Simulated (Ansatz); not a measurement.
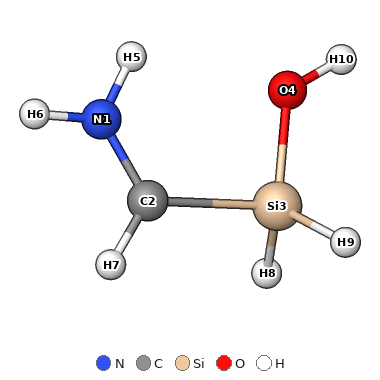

The system is CH6NOSi, charge +1; the picture shows the reference structure. The first coordinate is: dihedral C2–Si3–O4–H10; the second: dihedral N1–C2–Si3–O4. Nothing is relaxed (all other coordinates rigid). Grid: 12 × 12 points; 78 points were computed and 66 follow by symmetry. Energies: eV, counted from the lowest grid point. All numbers below come from RHF/def2-TZVP in Ansatz.

Its coordinates:

```xyz
10

N    -0.3253    1.5745    0.0948
C    -0.8239    0.4591    0.4262
Si    0.0989   -1.1980    0.0090
O     1.3817   -0.5639   -0.7255
H     0.5536    1.6121   -0.3876
H    -0.7739    2.4471    0.2939
H    -1.7710    0.5008    0.9417
H    -0.8106   -1.9553   -0.8494
H     0.3614   -1.8424    1.2948
H     2.1090   -1.0340   -1.0979
```

Range: dihedral C2–Si3–O4–H10 from −180 to 150°; dihedral N1–C2–Si3–O4 from −180 to 150°.

Predict the map.

Answer. The lowest grid point is at dihedral C2–Si3–O4–H10 = −180°, dihedral N1–C2–Si3–O4 = 0°. There is a further well near dihedral C2–Si3–O4–H10 = −180°, dihedral N1–C2–Si3–O4 = −120° (0.170 eV above the lowest at that grid point). The highest grid point, dihedral C2–Si3–O4–H10 = 0°, dihedral N1–C2–Si3–O4 = 0°, lies 0.735 eV above the lowest. On the interpolated surface the easiest way out of the lowest well to the well at dihedral C2–Si3–O4–H10 = −180°, dihedral N1–C2–Si3–O4 = 120° passes a barrier of about 0.21 eV. Round the minimum the two coordinates are nearly uncoupled.

```csv
"dihedral N1–C2–Si3–O4 ↓, dihedral C2–Si3–O4–H10 →",−180,−150,−120,−90,−60,−30,0,30,60,90,120,150
150,0.188,0.203,0.242,0.300,0.376,0.454,0.491,0.457,0.379,0.300,0.240,0.201
120,0.170,0.187,0.223,0.275,0.346,0.420,0.456,0.420,0.340,0.262,0.206,0.175
90,0.199,0.223,0.268,0.327,0.398,0.464,0.487,0.443,0.360,0.283,0.230,0.202
60,0.194,0.220,0.286,0.381,0.483,0.547,0.537,0.460,0.364,0.288,0.236,0.204
30,0.082,0.102,0.177,0.314,0.494,0.634,0.610,0.459,0.303,0.196,0.135,0.098
0,0.000,0.015,0.067,0.178,0.363,0.600,0.735,0.600,0.363,0.178,0.067,0.015
−30,0.082,0.098,0.135,0.196,0.303,0.459,0.610,0.634,0.494,0.314,0.177,0.102
−60,0.194,0.204,0.236,0.288,0.364,0.460,0.537,0.547,0.483,0.381,0.286,0.220
−90,0.199,0.202,0.230,0.283,0.360,0.442,0.487,0.464,0.398,0.327,0.268,0.223
−120,0.170,0.175,0.206,0.262,0.340,0.420,0.456,0.420,0.346,0.275,0.223,0.187
−150,0.188,0.201,0.240,0.300,0.379,0.457,0.491,0.454,0.376,0.300,0.242,0.203
−180,0.212,0.227,0.270,0.332,0.410,0.489,0.526,0.489,0.410,0.332,0.270,0.227
```

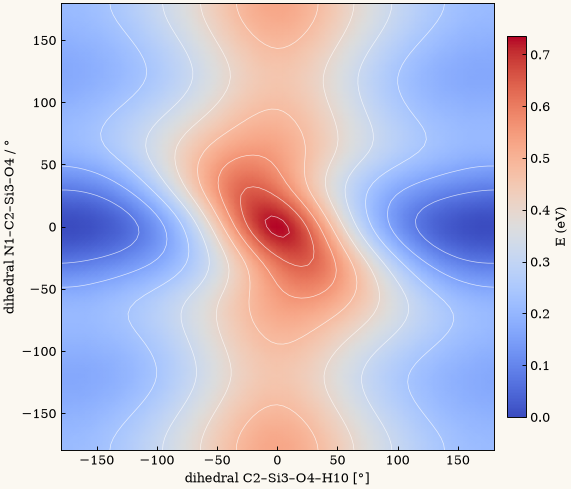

The picture shows a smooth colour map with a few white contour lines. Between grid points the surface is interpolated.

Time for the 78 points that were run: 5.5 min on 1 thread of Arm Neoverse V1 (shared host).
